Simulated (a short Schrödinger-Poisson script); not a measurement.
System: symmetric double-gate stack, SiO2 on p-type Ge(100), at 300 K.

| layer | material | thickness (nm) | Na (cm⁻³) |
|---|---|---|---|
| 1 | SiO2 | 3.2 | - |
| 2 | Ge | 10 | 1e16 |
| 3 | SiO2 | 3.2 | - |

Constants are typed, rounded textbook-type inputs, not results; the design itself was drawn at random and stands for no fabricated device. SiO2: permittivity 3.9, conduction-band edge (eV) 3.1, gap (eV) 9, electron mass (mₑ) 0.5. Ge: permittivity 16, conduction-band edge (eV) 0, gap (eV) 0.664, Nv at 300 K (cm⁻³) 6e18.

Channel valleys (confinement mass, in-plane density-of-states mass, number): L4 0.12, 0.295, 4. At the gates, both at one voltage, the conduction-band edge of layer 1 lies 3.2 eV − eVg above the Fermi level of the channel. Gaps are held at their typed values at every temperature. Mesh 0.03 nm at interfaces.

From a short Schrödinger-Poisson script (our own, NumPy): 1D Poisson equation in equilibrium, electrons quantum, Hartree (BenDaniel-Duke, 12 states a valley, the channel's in-plane mass for all, wave functions ending at the dielectric), parabolic valleys, classical holes, full ionisation, no traps, pinning or gate leakage.

Only gate voltages with over 1e8 electrons/cm² are shown.

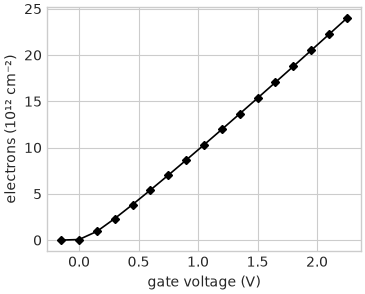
Figure: Sheet density against gate voltage

| Vg (V) | electrons (cm⁻²) | C (μF/cm²) | L4 E0 (meV) | L4 E1 (meV) |
|---|---|---|---|---|
| -0.15 | 2.37e8 | < 0.003 | 282.2 | 376.2 |
| 0.15 | 9.39e11 | 1.35 | 67.3 | 158.0 |
| 0.45 | 3.84e12 | 1.65 | 28.4 | 109.8 |
| 0.75 | 7.02e12 | 1.73 | 10.5 | 83.0 |
| 1.05 | 1.03e13 | 1.77 | -1.6 | 63.2 |
| 1.35 | 1.36e13 | 1.80 | -10.7 | 47.5 |
| 1.65 | 1.70e13 | 1.83 | -18.1 | 34.5 |
| 1.95 | 2.05e13 | 1.85 | -24.2 | 23.5 |
| 2.25 | 2.40e13 | 1.86 | -29.6 | 14.0 |

Subbands count from the Fermi level. The capacitance is that of both gates.

Only the L valleys are kept; under strong confinement the Δ valleys of Ge fill too.
